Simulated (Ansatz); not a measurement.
**NO+ (nitrosonium) at HF/aug-cc-pVTZ**

What is the energy change on altering one bond length of NO+ (nitrosonium) at HF/aug-cc-pVTZ? 

The results are computed with Ansatz 0.2.0.

1 further run of the same task is left out (set aside as unsound or not needed).

### Step 1. The structure to begin with

The species is NO+ (2 atoms), meant as a singlet with charge +1. As SMILES, `N#[O+]`. The bond length is the measured one.

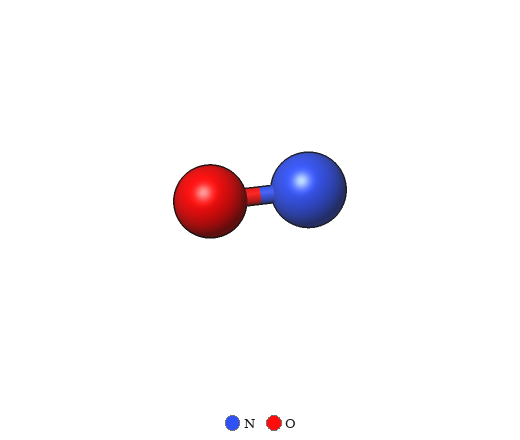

Viewed from a chosen angle; nitrogen blue, oxygen red.

### Step 2. A single-point energy at HF/aug-cc-pVTZ

in.yaml

```yaml
crystal:
  periodic: [false, false, false]
  atoms:
    - {symbol: N, position_ang: [0.000000, 0.000000, 0.000000]}
    - {symbol: O, position_ang: [0.000000, 0.000000, 1.063220]}
basis:
  gaussian: {orbitals: aug-cc-pVTZ}
total_charge: 1
hamiltonian: {xc: hf}
accuracy: high
output: {orbitals: {seedname: orbitals}}
```

Launch:

```console
$ ansatz run in.yaml --threads 1 --pin off --max-ram 3480MiB --events-out events.jsonl --progress --plain --runs-dir runs
```

What it wrote:

```text
Warning: RAYON_NUM_THREADS=1 ignored (pool sized by the plan → 1); use --threads N
Functional definition: HF
  name "HF"
  exchange = exact_x
  correlation = 0
1267 factors; integrals over basis functions are off by at most 2.7e-9 eV
mean field evaluation 1: about -3507.4487 eV, gradient 3.6e1 eV
mean field evaluation 2: about -3507.4494 eV, gradient 3.6e1 eV
mean field evaluation 4: about -3509.3379 eV, gradient 2.3e0 eV
mean field evaluation 8: about -3509.3503 eV, gradient 7.3e-6 eV
mean field -3509.35032401 eV, -128.9662456843 hartree, gradient 1.3e-8 eV, S^2 0.000000; 0 other end points of the search recorded, 0 dependent functions left out
reference -3509.35032401 eV, -128.9662456843 hartree; 7, 7 occupied and 85, 85 virtual orbitals, 1267 factors
Total energy: -3509.35032401 eV, -128.9662456843 hartree
```

Wall time 0.92 s (1 thread of Arm Neoverse V2, shared host); peak memory 0.15 GiB.

### Step 3. The distorted shape at the same level

job.yaml

```yaml
basis:
  gaussian: {orbitals: aug-cc-pVTZ}
crystal:
  periodic: [false, false, false]
  atoms:
    - {symbol: "N", position_ang: [0.000000, 0.000000, -0.159480]}
    - {symbol: O, position_ang: [0.000000, 0.000000, 1.063220]}
hamiltonian: {xc: hf}
total_charge: 1
accuracy: high
output: {orbitals: {seedname: orbitals}}
```

Launch:

```console
$ ansatz run job.yaml --threads 1 --pin off --max-ram 3480MiB --events-out events.jsonl --progress --plain --runs-dir runs
```

What it wrote:

```text
Warning: RAYON_NUM_THREADS=1 ignored (pool sized by the plan → 1); use --threads N
[... 4 set-up lines as earlier in the session ...]
1266 factors; integrals over basis functions are off by at most 3.0e-9 eV
mean field evaluation 1: about -3502.5912 eV, gradient 5.0e1 eV
mean field evaluation 2: about -3502.5920 eV, gradient 5.0e1 eV
mean field evaluation 4: about -3506.7426 eV, gradient 2.6e0 eV
mean field evaluation 8: about -3506.7653 eV, gradient 1.2e-4 eV
mean field -3506.76534368 eV, -128.8712494092 hartree, gradient 2.0e-8 eV, S^2 0.000000; 0 other end points of the search recorded, 0 dependent functions left out
reference -3506.76534368 eV, -128.8712494092 hartree; 7, 7 occupied and 85, 85 virtual orbitals, 1266 factors
Total energy: -3506.76534368 eV, -128.8712494092 hartree
```

It took 0.97 s on 1 thread of Arm Neoverse V2, shared host; peak memory 0.15 GiB.

### Step 4. Summary of results

Level: HF/aug-cc-pVTZ.

| quantity | value |
| --- | --- |
| first shape: total energy | -128.96625 Eh |
| first shape: HOMO energy | -30.99 eV |
| first shape: LUMO energy | -7.60 eV |
| first shape: HOMO–LUMO gap | 23.39 eV |
| distorted shape: total energy | -128.87125 Eh |
| distorted shape: HOMO energy | -28.75 eV |
| distorted shape: LUMO energy | -9.64 eV |
| distorted shape: HOMO–LUMO gap | 19.11 eV |
| energy change with the N1–O2 bond stretched from 1.063 to 1.223 Å | 2.585 eV |

**Reading.** With the N1–O2 bond stretched from 1.063 to 1.223 Å the energy rises by 2.58 eV (249 kJ/mol). The first shape isn't relaxed at this level, so the change isn't measured from a minimum.
